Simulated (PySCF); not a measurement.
Consider RbAl (triplet).

```xyz
2

Rb    0.0000    0.0000   -0.8531
Al    0.0000    0.0000    2.6849
```

All numbers below come from PBE0/jorge-DZP-DKH, spin-free X2C-1e, Gaussian nucleus, at a bond length of 3.538 Å (PySCF).

**Predict the electron density, electron localisation function and spin density between the atoms.**

Rb–Al (3.54 Å): ρ is about 0.08 e/Å³ halfway; the ELF peaks at about 0.85 in the valence shell of Al, 1.3 Å from its nucleus, and is about 0.20 at the midpoint.
The unpaired spin (2 electrons) lies mostly on Al2 (about 1.5) and Rb1 (about 0.5), in electrons by Hirshfeld's partition.

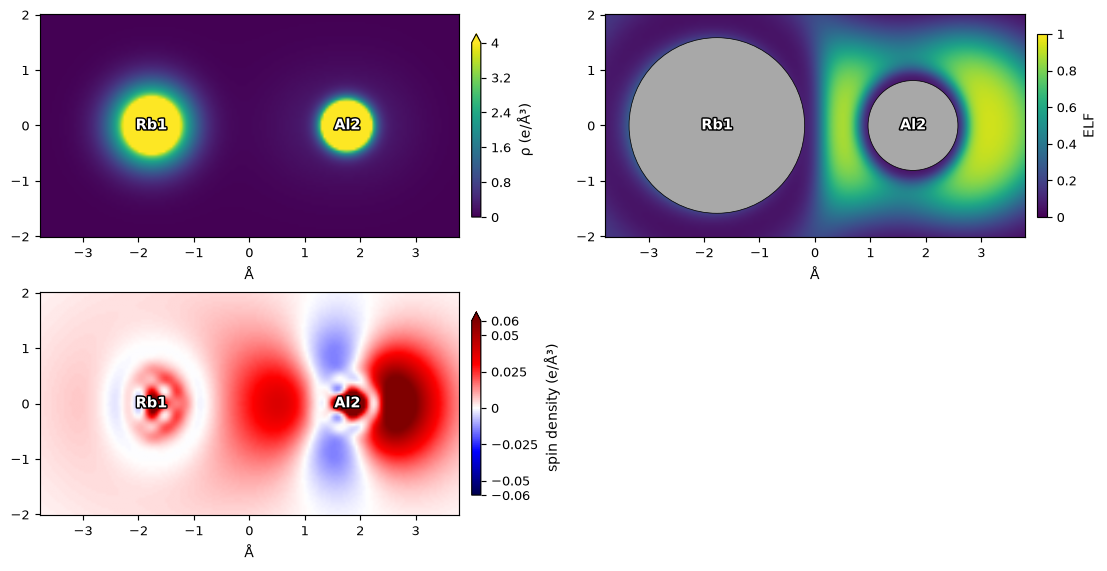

Computed electron density, electron localisation function and spin density on a plane that holds the molecular axis, in this order. Grey discs cover the atomic cores in the ELF map. 
